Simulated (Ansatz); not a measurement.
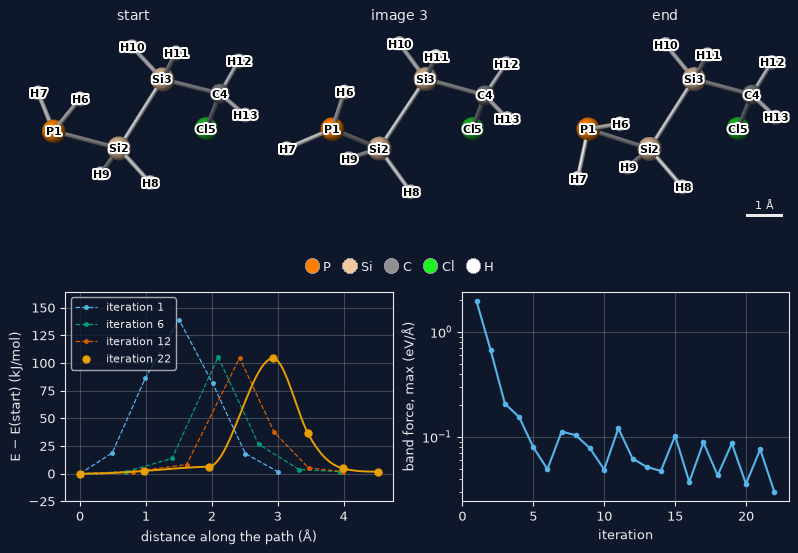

NEB run on CH8ClPSi2. Images are numbered from 0 (start) to 6 (end). The plot follows the band through its iterations. The picture is a ball-and-stick view, seen at a tilt.

Theory: RKS PBE-D4/cc-pVDZ in Ansatz.

The input:
```yaml
crystal:
  periodic: [false, false, false]
  atoms:
    - { symbol: P, position_ang: [-0.627703, 2.645266, 1.691998] }
    - { symbol: Si, position_ang: [-0.979018, 1.055021, 0.071003] }
    - { symbol: Si, position_ang: [0.697238, -0.596653, 0.076515] }
    - { symbol: C, position_ang: [0.33377, -2.013838, -1.165581] }
    - { symbol: Cl, position_ang: [0.101013, -1.326999, -2.831041] }
    - { symbol: H, position_ang: [-0.301384, 1.664829, 2.705624] }
    - { symbol: H, position_ang: [0.761905, 2.819067, 1.325291] }
    - { symbol: H, position_ang: [-2.329957, 0.429061, 0.334791] }
    - { symbol: H, position_ang: [-1.038201, 1.773476, -1.254707] }
    - { symbol: H, position_ang: [2.029063, 0.023944, -0.272656] }
    - { symbol: H, position_ang: [0.800423, -1.206376, 1.459791] }
    - { symbol: H, position_ang: [1.16718, -2.741789, -1.222779] }
    - { symbol: H, position_ang: [-0.593829, -2.559608, -0.903449] }
basis:
  gaussian: { orbitals: cc-pVDZ }
hamiltonian:
  xc: pbe
  dispersion: d4
neb:
  order_check: false
  images: 5
  f_tol: 0.05
  max_iterations: 60
  initial_path: idpp
  final_atoms:
    - { symbol: P, position_ang: [0.09806507, 2.56325111, 1.68865955] }
    - { symbol: Si, position_ang: [-0.59588501, 1.11947071, 0.04247609] }
    - { symbol: Si, position_ang: [0.90484879, -0.6964007, -0.01445559] }
    - { symbol: C, position_ang: [0.22335161, -2.0853751, -1.14925706] }
    - { symbol: Cl, position_ang: [-0.14255936, -1.40974017, -2.79482079] }
    - { symbol: H, position_ang: [-0.33181724, 1.67507102, 2.74698796] }
    - { symbol: H, position_ang: [-1.15262971, 3.29138617, 1.70163161] }
    - { symbol: H, position_ang: [-2.00138976, 0.59986945, 0.2541681] }
    - { symbol: H, position_ang: [-0.55151707, 1.86982354, -1.26577668] }
    - { symbol: H, position_ang: [2.25538886, -0.26324457, -0.52939891] }
    - { symbol: H, position_ang: [1.08203852, -1.28063705, 1.37230404] }
    - { symbol: H, position_ang: [0.9520447, -2.90841709, -1.28569277] }
    - { symbol: H, position_ang: [-0.71943942, -2.50965632, -0.75202555] }
```

Launched with:
```bash
ansatz run input.yaml --threads 2 --pin off --max-ram 3072MiB --backend cpu --events-out ev --progress --plain --runs-dir out
```

Question: Did the band converge, and can the barrier be trusted?

Answer: The result is final at these settings. The band converged in 22 iterations. The largest component of the band force went from 2 to 0.03 eV/Å. The climbing image converged on the top of the path. Its vibrational analysis gives one imaginary mode (707i cm⁻¹), as a transition state must have. The first iteration put the highest image at 139.4 kJ/mol. Forward barrier 104.3 kJ/mol, backward barrier 102.4 kJ/mol, with image 3 at the top; the reaction energy is +1.9 kJ/mol.

The run took 4.8 min on 2 threads of Arm Neoverse V2, with other jobs on the host, peak memory 0.2 GiB.
